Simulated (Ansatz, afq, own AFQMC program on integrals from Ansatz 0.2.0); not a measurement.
# ZrF (quartet): quantum Monte Carlo beside coupled cluster at distance Zr1–F2 = 3.013 Å, def2-SVP

How near does AFQMC come to the top of the ladder for ZrF (quartet)?

The runs use Ansatz 0.2.0, Gaussian basis, and an in-house AFQMC program (afq) on its integrals; all values are calculated; def2-SVP, frozen cores.

To be run: PBE (unrestricted); r2SCAN (unrestricted); PBE0 (unrestricted); B3LYP (unrestricted); wB97M-V (unrestricted); B2PLYP (unrestricted); CCSD(T) on UHF; CCSDT(Q) on UHF; Phaseless AFQMC, CISD trial on UHF; Phaseless AFQMC, single-determinant trial on UHF.

## Step 1: The geometry

The geometry derives from a PBE0/def2-TZVP stationary point (not a proven minimum). One bond is set to the value named and the two fragments are kept rigid. No spin-orbit coupling is included. Elements past krypton take def2 core potentials.

2 atoms, charge 0, spin multiplicity 4.

Atoms are counted from 1 here; the program's logs count them from 0.

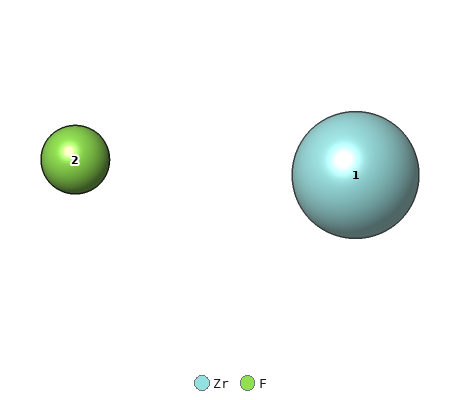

The structure; zirconium light teal, fluorine green; atoms are numbered from 1 in the order of the file.

## Step 2: PBE (unrestricted)

in.yaml reads:

```yaml
crystal:
  periodic: [false, false, false]
  atoms:
    - {symbol: Zr, position_ang: [0.000000, 0.000000, 0.000000]}
    - {symbol: F, position_ang: [0.000000, 0.000000, 3.013000]}
basis:
  gaussian: {orbitals: def2-SVP}
magnetization: {spin_polarized: true, initial_magnetization: 3}
hamiltonian: {xc: {name: PBE}}
output: {orbitals: {seedname: orbitals}}
```

Run with:

```bash
> ansatz run in.yaml --threads 1 --pin off --events-out ev --progress --plain --max-ram 1382MiB
```

Log:

```text
Functional definition: PBE
  name "PBE"
  cite "Perdew, Burke & Ernzerhof, Phys. Rev. Lett. 77, 3865 (1996) doi:10.1103/PhysRevLett.77.3865"
  parent pbe
  parameter kappa = 0.804
  parameter beta = 0.06672455060314922
  exchange = pbe_x(kappa = kappa, mu = beta*pi^2/3)
  correlation = pbe_c(beta = beta)
426 factors; their error is unknown
mean field evaluation 1: about -3982.4886 eV, gradient 3.4e1 eV
mean field evaluation 2: about -3612.3294 eV, gradient 1.4e2 eV
mean field evaluation 4: about -3986.5916 eV, gradient 1.4e1 eV
mean field evaluation 8: about -3987.5330 eV, gradient 6.2e-1 eV
mean field evaluation 16: about -3987.7147 eV, gradient 5.9e-4 eV
mean field evaluation 32: about -3987.3262 eV, gradient 5.4e0 eV
mean field evaluation 64: about -3987.1804 eV, gradient 1.1e-3 eV
mean field evaluation 96: about -3987.2708 eV, gradient 6.2e0 eV
mean field evaluation 128: about -3987.1807 eV, gradient 7.4e-2 eV
mean field evaluation 160: about -3987.6341 eV, gradient 2.4e-6 eV
mean field -3987.71468101 eV, -146.5458115571 hartree, gradient 7.6e-6 eV, S^2 3.797767; 0 other end points of the search recorded, 0 dependent functions left out
reference -3987.71472595 eV, -146.5458132084 hartree; 12, 9 occupied and 33, 36 virtual orbitals, 426 factors
Total energy: -3987.71472595 eV, -146.5458132084 hartree
```

Wall time 17 s (1 thread of Intel Xeon 6975P-C (Granite Rapids), shared host).

From the report: ⟨S²⟩ of the determinant 3.798 (pure quartet: 3.75).

## Step 3: r2SCAN (unrestricted)

Edit in.yaml of step 2 so:

```diff
@@ -8,3 +8,2 @@
 magnetization: {spin_polarized: true, initial_magnetization: 3}
-hamiltonian: {xc: {name: PBE}}
-output: {orbitals: {seedname: orbitals}}
+hamiltonian: {xc: {name: r2SCAN}}
```

Launched as before.

Log (excerpt; [...] marks lines left out):

```text
Functional definition: r2SCAN
  name "r2SCAN"
  cite "Furness, Kaplan, Ning, Perdew & Sun, J. Phys. Chem. Lett. 11, 8208 (2020) doi:10.1021/acs.jpclett.0c02405"
  cite "Furness, Kaplan, Ning, Perdew & Sun, J. Phys. Chem. Lett. 11, 9248 (2020) doi:10.1021/acs.jpclett.0c03077"
  parent r2scan
[...]
426 factors; their error is unknown
[...]
mean field -3989.46639076 eV, -146.6101857029 hartree, gradient 8.6e-6 eV, S^2 3.834777; 17 other end points of the search recorded, 0 dependent functions left out
reference -3989.46643300 eV, -146.6101872553 hartree; 12, 9 occupied and 33, 36 virtual orbitals, 426 factors
Total energy: -3989.46643300 eV, -146.6101872553 hartree
```

Wall time 33 s (1 thread of Intel Xeon 6975P-C (Granite Rapids), shared host).

From the report: ⟨S²⟩ of the determinant 3.835 (pure quartet: 3.75).

## Step 4: PBE0 (unrestricted)

Edit in.yaml of step 3 so:

```diff
@@ -8,2 +8,3 @@
 magnetization: {spin_polarized: true, initial_magnetization: 3}
-hamiltonian: {xc: {name: r2SCAN}}
+hamiltonian: {xc: {name: PBE0}}
+output: {orbitals: {seedname: orbitals}}
```

Same command.

Log (excerpt; [...] marks lines left out):

```text
Functional definition: PBE0
  name "PBE0"
  cite "Adamo & Barone, J. Chem. Phys. 110, 6158 (1999) doi:10.1063/1.478522"
  cite "Perdew, Burke & Ernzerhof, Phys. Rev. Lett. 77, 3865 (1996) doi:10.1103/PhysRevLett.77.3865"
  parent pbe
[...]
456 factors; integrals over basis functions are off by at most 5.9e-4 eV
[...]
mean field -3986.88779021 eV, -146.5154238805 hartree, gradient 4.5e-6 eV, S^2 3.779729; 7 other end points of the search recorded, 0 dependent functions left out
reference -3986.88782498 eV, -146.5154251584 hartree; 12, 9 occupied and 33, 36 virtual orbitals, 456 factors
Total energy: -3986.88782498 eV, -146.5154251584 hartree
```

It took 9.5 s on 1 thread of Intel Xeon 6975P-C (Granite Rapids), shared host.

From the report: ⟨S²⟩ of the determinant 3.780 (pure quartet: 3.75).

## Step 5: B3LYP (unrestricted)

Edit in.yaml of step 4 so:

```diff
@@ -8,3 +8,2 @@
 magnetization: {spin_polarized: true, initial_magnetization: 3}
-hamiltonian: {xc: {name: PBE0}}
-output: {orbitals: {seedname: orbitals}}
+hamiltonian: {xc: {name: B3LYP}}
```

The command is unchanged.

Log (excerpt; [...] marks lines left out):

```text
Functional definition: B3LYP
  name "B3LYP"
  cite "Stephens, Devlin, Chabalowski & Frisch, J. Phys. Chem. 98, 11623 (1994) doi:10.1021/j100096a001"
  cite "Becke, Phys. Rev. A 38, 3098 (1988) doi:10.1103/PhysRevA.38.3098"
  cite "Lee, Yang & Parr, Phys. Rev. B 37, 785 (1988) doi:10.1103/PhysRevB.37.785"
  cite "Vosko, Wilk & Nusair, Can. J. Phys. 58, 1200 (1980) doi:10.1139/p80-159"
[...]
456 factors; integrals over basis functions are off by at most 5.9e-4 eV
[...]
mean field -3990.28772628 eV, -146.6403692265 hartree, gradient 9.3e-6 eV, S^2 3.754110; 12 other end points of the search recorded, 0 dependent functions left out
reference -3990.28792562 eV, -146.6403765522 hartree; 12, 9 occupied and 33, 36 virtual orbitals, 456 factors
Total energy: -3990.28792562 eV, -146.6403765522 hartree
```

Run time: 10 s. Hardware: 1 thread of Intel Xeon 6975P-C (Granite Rapids), shared host.

From the report: ⟨S²⟩ of the determinant 3.754 (pure quartet: 3.75).

## Step 6: wB97M-V (unrestricted)

Edit in.yaml of step 5 so:

```diff
@@ -8,2 +8,3 @@
 magnetization: {spin_polarized: true, initial_magnetization: 3}
-hamiltonian: {xc: {name: B3LYP}}
+hamiltonian: {xc: {name: wB97M-V}}
+output: {orbitals: {seedname: orbitals}}
```

The command is unchanged.

Log (excerpt; [...] marks lines left out):

```text
Functional definition: wB97M-V
  name "wB97M-V"
  cite "Mardirossian & Head-Gordon, J. Chem. Phys. 144, 214110 (2016) doi:10.1063/1.4952647"
  cite "Becke, J. Chem. Phys. 107, 8554 (1997) doi:10.1063/1.475007"
  cite "Vydrov & Van Voorhis, J. Chem. Phys. 133, 244103 (2010) doi:10.1063/1.3521275"
  # Of w^i u^j: cxij and so on, Table III.
[...]
  gx(w, u) = 1 - cx + cx01*u + cx10*w
  gss(w, u) = css00 + css04*u^4 + css10*w + css20*w^2 + css43*w^4*u^3
  gos(w, u) = cos00 + cos10*w + (cos20 + cos21*u)*w^2 + (cos60 + cos61*u)*w^6
[...]
      + integral(e_c_pw_mod_opposite_spin*gos(b97_w_opposite, b97_u_opposite)) + vv10(b, c)
456 factors; integrals over basis functions are off by at most 5.9e-4 eV
110 factors; integrals over basis functions are off by at most 7.4e-5 eV
[...]
mean field -3986.59588240 eV, -146.5046964665 hartree, gradient 9.0e-6 eV, S^2 3.752300; 7 other end points of the search recorded, 0 dependent functions left out
reference -3986.59592726 eV, -146.5046981150 hartree; 12, 9 occupied and 33, 36 virtual orbitals, 456 factors
Total energy: -3986.59592726 eV, -146.5046981150 hartree
```

It took 39 s on 1 thread of Intel Xeon 6975P-C (Granite Rapids), shared host; peak memory 0.27 GiB.

From the report: ⟨S²⟩ of the determinant 3.752 (pure quartet: 3.75).

## Step 7: B2PLYP (unrestricted)

Edit in.yaml of step 6 so:

```diff
@@ -8,3 +8,3 @@
 magnetization: {spin_polarized: true, initial_magnetization: 3}
-hamiltonian: {xc: {name: wB97M-V}}
-output: {orbitals: {seedname: orbitals}}
+hamiltonian: {xc: {name: B2PLYP}}
+correlation: {electrons: outside_noble_gas}
```

The command is unchanged.

Log (excerpt; [...] marks lines left out):

```text
Functional definition: B2PLYP
  name "B2PLYP"
  cite "Grimme, J. Chem. Phys. 124, 034108 (2006) doi:10.1063/1.2148954"
  cite "Becke, Phys. Rev. A 38, 3098 (1988) doi:10.1103/PhysRevA.38.3098"
  cite "Lee, Yang & Parr, Phys. Rev. B 37, 785 (1988) doi:10.1103/PhysRevB.37.785"
[...]
456 factors; integrals over basis functions are off by at most 5.9e-4 eV
[...]
mean field -3981.41163625 eV, -146.3141789345 hartree, gradient 4.1e-7 eV, S^2 3.752320; 8 other end points of the search recorded, 0 dependent functions left out
5 core orbitals not correlated: weight in the atoms' cores, before any rotation towards them, 1.000 or more for the frozen orbitals, at most 0.000 for the correlated occupied ones
reference -3981.41176233 eV, -146.3141835678 hartree; 7, 4 occupied and 33, 36 virtual orbitals, 456 factors
second order -7.69837654 eV of doubles, -0.00000000 eV of singles
Total energy: -3983.49032399 eV, -146.3905693001 hartree
```

It took 12 s on 1 thread of Intel Xeon 6975P-C (Granite Rapids), shared host.

From the report: ⟨S²⟩ of the determinant 3.752 (pure quartet: 3.75).

## Step 8: CCSD(T) on UHF

Edit in.yaml of step 7 so:

```diff
@@ -8,3 +8,2 @@
 magnetization: {spin_polarized: true, initial_magnetization: 3}
-hamiltonian: {xc: {name: B2PLYP}}
-correlation: {electrons: outside_noble_gas}
+correlation: {method: ccsd_t, electrons: outside_noble_gas, hamiltonian_folder: ham}
```

Launched as before.

Log (excerpt; [...] marks lines left out):

```text
Functional definition: HF
  name "HF"
  cite "Fock, Z. Phys. 61, 126 (1930) doi:10.1007/BF01340294"
  parent pbe
[...]
456 factors; integrals over basis functions are off by at most 5.9e-4 eV
[...]
mean field -3966.40277878 eV, -145.7626135959 hartree, gradient 2.6e-6 eV, S^2 3.754444; 34 other end points of the search recorded, 0 dependent functions left out
determinant -3966.40277878 eV, -145.7626135959 hartree, with singles and doubles -3972.46954321 eV, -145.9855630764 hartree
determinant -3966.36902068 eV, -145.7613730086 hartree, with singles and doubles -3972.42811070 eV, -145.9840404597 hartree
determinant -3966.23949713 eV, -145.7566131059 hartree, with singles and doubles -3972.26132963 eV, -145.9779113685 hartree
determinant -3966.22318038 eV, -145.7560134763 hartree, with singles and doubles -3972.36552161 eV, -145.9817403531 hartree
[...]
determinant -3966.36902068 eV, -145.7613730086 hartree, with singles and doubles -3972.43731412 eV, -145.9843786793 hartree
determinant -3966.23949713 eV, -145.7566131059 hartree, with singles and doubles -3972.26009089 eV, -145.9778658456 hartree
determinant -3966.22318038 eV, -145.7560134763 hartree, with singles and doubles -3972.40712821 eV, -145.9832693674 hartree
determinant -3965.84010977 eV, -145.7419358910 hartree, with singles and doubles -3972.22590095 eV, -145.9766093886 hartree
5 core orbitals not correlated: weight in the atoms' cores, before any rotation towards them, 0.999 or more for the frozen orbitals, at most 0.000 for the correlated occupied ones
reference -3966.40277878 eV, -145.7626135959 hartree; 7, 4 occupied and 33, 36 virtual orbitals, 456 factors
second order -5.91441141 eV of doubles, -0.00000000 eV of singles
cycle   1  -6.07141567 eV  change   -2.3e-6 eV  update   7.2e-6
perturbative correction -0.13176022 eV, -0.0048420988 hartree
Total energy: -3972.60595467 eV, -145.9905761050 hartree
```

Run time: 26 s. Hardware: 1 thread of Intel Xeon 6975P-C (Granite Rapids), shared host.

From the report: ⟨S²⟩ of the determinant 3.754 (pure quartet: 3.75); correlation -6.2032 eV; T1 0.041; largest double amplitude 0.04.

This run also writes the integrals to the folder ham.

## Step 9: CCSDT(Q) on UHF

Edit in.yaml of step 8 so:

```diff
@@ -8,2 +8,2 @@
 magnetization: {spin_polarized: true, initial_magnetization: 3}
-correlation: {method: ccsd_t, electrons: outside_noble_gas, hamiltonian_folder: ham}
+correlation: {method: ccsdt_q, electrons: outside_noble_gas}
```

The command is unchanged.

Log (excerpt; [...] marks lines left out):

```text
Functional definition: HF
  name "HF"
  cite "Fock, Z. Phys. 61, 126 (1930) doi:10.1007/BF01340294"
  parent pbe
[...]
757 factors; integrals over basis functions are off by at most 1.2e-7 eV
[...]
mean field -3966.40288418 eV, -145.7626174693 hartree, gradient 2.1e-6 eV, S^2 3.754444; 31 other end points of the search recorded, 0 dependent functions left out
determinant -3966.40288418 eV, -145.7626174693 hartree, with singles and doubles -3972.46968518 eV, -145.9855682937 hartree
determinant -3966.36912692 eV, -145.7613769128 hartree, with singles and doubles -3972.42825581 eV, -145.9840457924 hartree
determinant -3966.23959743 eV, -145.7566167919 hartree, with singles and doubles -3972.26147095 eV, -145.9779165619 hartree
determinant -3966.22328612 eV, -145.7560173622 hartree, with singles and doubles -3972.36566459 eV, -145.9817456075 hartree
[...]
determinant -3966.23959743 eV, -145.7566167919 hartree, with singles and doubles -3972.26023190 eV, -145.9778710276 hartree
determinant -3966.22328612 eV, -145.7560173622 hartree, with singles and doubles -3972.40727136 eV, -145.9832746279 hartree
determinant -3965.84019360 eV, -145.7419389716 hartree, with singles and doubles -3972.22602774 eV, -145.9766140480 hartree
5 core orbitals not correlated: weight in the atoms' cores, before any rotation towards them, 0.999 or more for the frozen orbitals, at most 0.000 for the correlated occupied ones
reference -3966.40288418 eV, -145.7626174693 hartree; 7, 4 occupied and 33, 36 virtual orbitals, 757 factors
second order -5.91445963 eV of doubles, -0.00000000 eV of singles
cycle   1  -5.78075553 eV  change    1.3e-1 eV  update   1.3e-1
[...]
cycle   8  -6.22396141 eV  change   -3.7e-7 eV  update   9.9e-7
perturbative correction -0.04164076 eV, -0.0015302695 hartree
Total energy: -3972.66848635 eV, -145.9928741019 hartree
```

It took 1.9 min on 1 thread of Intel Xeon 6975P-C (Granite Rapids), shared host; peak memory 0.52 GiB.

From the report: ⟨S²⟩ of the determinant 3.754 (pure quartet: 3.75); correlation -6.2656 eV; T1 0.045; largest double amplitude 0.06.

## Step 10: Phaseless AFQMC, CISD trial on UHF

It reads the integrals that the CCSD(T) run on this determinant wrote.

Run with:

```bash
> afq ham --method phaseless --trial cisd --walkers 60 --populations 1 --least-time 40 --time-step 0.005 --steps-per-block 50 --equilibration-blocks 40 --max-blocks 300 --target-error 0.0008 --factor-cut 1e-05 --start spin_pure --seed 9144 --release-times 0.24,0.6,1.2,2,3,4.2 --release-step 0.04 --release-every 4 --taylor-order 6
```

Log:

```text
orbitals 40  electrons 7 4  factors 288 of 456
reference energy -145.76261360 Eh
CCSD correlation -0.22311993 Eh in 40 cycles, weight of the determinant in the CISD state 0.9005
energy of the start -145.985770 Eh
 block  time / (1/Eh)  mean weight  energy / Eh
     1     0.250  0.9988  -145.984742
     2     0.500  0.9984  -145.988019
     3     0.750  1.0000  -145.987844
     4     1.000  0.9984  -145.995315
     5     1.250  1.0019  -145.991180
     6     1.500  1.0045  -145.993370
     7     1.750  0.9988  -145.992381
     8     2.000  1.0005  -145.988602
     9     2.250  0.9987  -145.985823
    10     2.500  1.0014  -145.990543
    17     4.250  1.0004  -145.989404
    25     6.250  1.0013  -145.991869
    33     8.250  1.0002  -145.988079
    41    10.250  0.9987  -145.998490
    49    12.250  1.0023  -145.983556
    57    14.250  1.0032  -145.989913
    65    16.250  0.9984  -145.968600
    73    18.250  0.9997  -145.988219
    81    20.250  1.0019  -145.978847
    89    22.250  1.0014  -145.980618
    97    24.250  1.0000  -145.983574
   105    26.250  0.9973  -145.984600
   113    28.250  0.9997  -145.983693
   121    30.250  1.0011  -146.010255
   129    32.250  0.9997  -145.997726
   137    34.250  0.9994  -146.005608
   145    36.250  0.9903  -145.971440
   153    38.250  0.9961  -146.003465
   161    40.250  1.0007  -145.986873
   169    42.250  1.0011  -145.995632
   177    44.250  1.0003  -145.980381
   185    46.250  1.0002  -145.989436
   193    48.250  1.0001  -145.978097
   201    50.250  0.9976  -146.008510
   209    52.250  1.0029  -145.985772
   217    54.250  1.0007  -145.989697
   225    56.250  0.9974  -145.988994
   233    58.250  0.9997  -145.988455
   241    60.250  0.9989  -145.979498
   249    62.250  0.9988  -145.994724
   257    64.250  1.0027  -145.970037
   265    66.250  1.0003  -145.981394
   273    68.250  0.9996  -145.988308
   281    70.250  0.9948  -145.986143
   289    72.250  1.0047  -145.990456
   297    74.250  0.9979  -145.979715
   305    76.250  0.9959  -146.013763
   313    78.250  1.0012  -145.995828
   321    80.250  0.9981  -145.982996
   329    82.250  0.9882  -145.995351
   337    84.250  1.0041  -145.996589
blocks merged  error / Eh  count
     1  0.000678  300
     2  0.000777  150
     4  0.000939  75
     8  0.001047  37
    16  0.001161  18
    32  0.001131  9
released: time / (1/Eh)  energy / Eh  error  mean overlap
  0.24  -145.988164  0.001753  1.0108
  0.60  -145.989389  0.002429  1.0125
  1.20  -145.990321  0.003498  0.9761
  2.00  -145.983959  0.007543  1.0015
  3.00  -145.981618  0.018442  0.9998
  4.20  -145.903586  0.101412  1.0703
energy -145.987466 +/- 0.001161 Eh
```

Wall time 20 min (1 thread of Intel Xeon 6975P-C (Granite Rapids), shared host).

Energy -3972.5213 ± 0.0316 eV. Caveats: constraint bias not in the error.

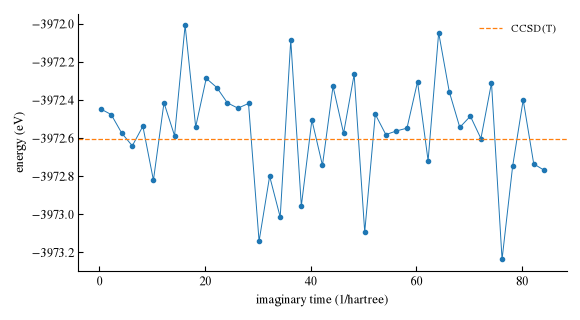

Block energies along the walk.

## Step 11: Phaseless AFQMC, single-determinant trial on UHF

It reads the integrals that the CCSD(T) run on this determinant wrote.

Run with:

```bash
> afq ham --method phaseless --trial hf --walkers 120 --populations 1 --least-time 40 --time-step 0.005 --steps-per-block 20 --equilibration-blocks 160 --max-blocks 600 --target-error 0.0024000000000000002 --factor-cut 1e-05 --start spin_pure --seed 2489 --taylor-order 6
```

Log:

```text
orbitals 40  electrons 7 4  factors 288 of 456
reference energy -145.76261360 Eh
CCSD correlation -0.22311993 Eh in 40 cycles, weight of the determinant in the CISD state 0.9005
energy of the start -145.762615 Eh
 block  time / (1/Eh)  mean weight  energy / Eh
     1     0.100  1.0000  -145.852386
     2     0.200  1.0016  -145.911250
     3     0.300  1.0005  -145.922012
     4     0.400  1.0010  -145.932561
     5     0.500  1.0010  -145.944773
     6     0.600  1.0006  -145.932850
     7     0.700  1.0022  -145.960451
     8     0.800  1.0009  -145.977844
     9     0.900  1.0011  -145.977515
    10     1.000  1.0019  -145.958083
    20     2.000  1.0013  -146.013851
    39     3.900  1.0010  -146.039584
    58     5.800  0.9995  -145.960303
    77     7.700  1.0006  -146.010007
    96     9.600  0.9966  -145.999243
   115    11.500  0.9979  -145.953164
   134    13.400  0.9984  -145.999738
   153    15.300  0.9966  -146.001408
   172    17.200  0.9981  -146.013897
   191    19.100  1.0003  -146.013755
   210    21.000  0.9900  -145.988901
   229    22.900  1.0002  -146.035549
   248    24.800  0.9991  -146.031793
   267    26.700  0.9983  -145.998364
   286    28.600  0.9990  -146.012890
   305    30.500  0.9998  -146.040962
   324    32.400  0.9999  -146.007657
   343    34.300  0.9995  -146.009903
   362    36.200  0.9988  -145.956296
   381    38.100  0.9994  -145.997246
   400    40.000  0.9959  -145.956729
   419    41.900  1.0009  -145.951021
   438    43.800  1.0006  -145.927232
   457    45.700  1.0017  -146.029007
   476    47.600  0.9992  -145.995218
   495    49.500  0.9967  -145.978038
   514    51.400  0.9981  -145.993412
   533    53.300  0.9999  -146.104014
   552    55.200  1.0050  -146.078562
   571    57.100  0.9997  -146.000700
   590    59.000  1.0005  -146.047406
   609    60.900  1.0015  -146.037356
   628    62.800  0.9995  -146.029075
   647    64.700  1.0018  -145.958239
   666    66.600  0.9974  -146.007586
   685    68.500  0.9945  -145.924560
   704    70.400  1.0029  -145.992572
   723    72.300  0.9994  -146.058338
   742    74.200  1.0014  -146.003442
blocks merged  error / Eh  count
     1  0.001443  600
     2  0.001806  300
     4  0.002299  150
     8  0.002939  75
    16  0.003290  37
    32  0.003231  18
    64  0.004009  9
energy -145.996766 +/- 0.003290 Eh
```

It took 3.7 min on 1 thread of Intel Xeon 6975P-C (Granite Rapids), shared host.

Energy -3972.7744 ± 0.0895 eV. Caveats: constraint bias not in the error.

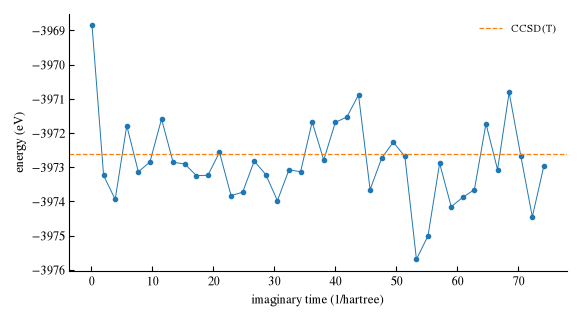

Block energies along the walk.

## Step 12: AFQMC on the ladder

On the UHF determinant, counted from CCSDT(Q) (a yardstick, not exact):

| level | energy (eV) | from CCSDT(Q) (kcal/mol) | statistical error (kcal/mol) | time |
| --- | --- | --- | --- | --- |
| HF | -3966.4028 | +144.49 |  |  |
| MP2 | -3972.3172 | +8.10 |  |  |
| CCSD | -3972.4742 | +4.48 |  |  |
| CCSD(T) | -3972.6060 | +1.44 |  |  |
| CCSDT(Q) | -3972.6685 | 0.00 |  |  |
| Phaseless AFQMC, CISD trial, step 0.005, 60 walkers | -3972.5213 | +3.39 | 0.73 | 20 min |
| Phaseless AFQMC, single-determinant trial, step 0.005, 120 walkers | -3972.7744 | -2.44 | 2.06 | 3.7 min |

The functionals' totals stand on their own zeros and serve differences with other points: PBE -3987.715 eV; r2SCAN -3989.466 eV; PBE0 -3986.888 eV; B3LYP -3990.288 eV; wB97M-V -3986.596 eV; B2PLYP -3983.490 eV.

## Step 13: What came out

| quantity | value |
| --- | --- |
| CCSD(T) on UHF from CCSDT(Q) | +1.44 kcal/mol |
| Phaseless AFQMC, CISD trial on UHF from CCSDT(Q) | +3.39 ± 0.73 kcal/mol |
| Phaseless AFQMC, single-determinant trial on UHF from CCSDT(Q) | -2.44 ± 2.06 kcal/mol |

What this shows: On UHF the phaseless walk with the CISD trial lies +3.39 kcal/mol from CCSDT(Q), 5 times its error bar. Error bars are statistical and leave out the constraint, the time step and what remains of the start. Zr carries a core potential, and spin-orbit coupling is left out.
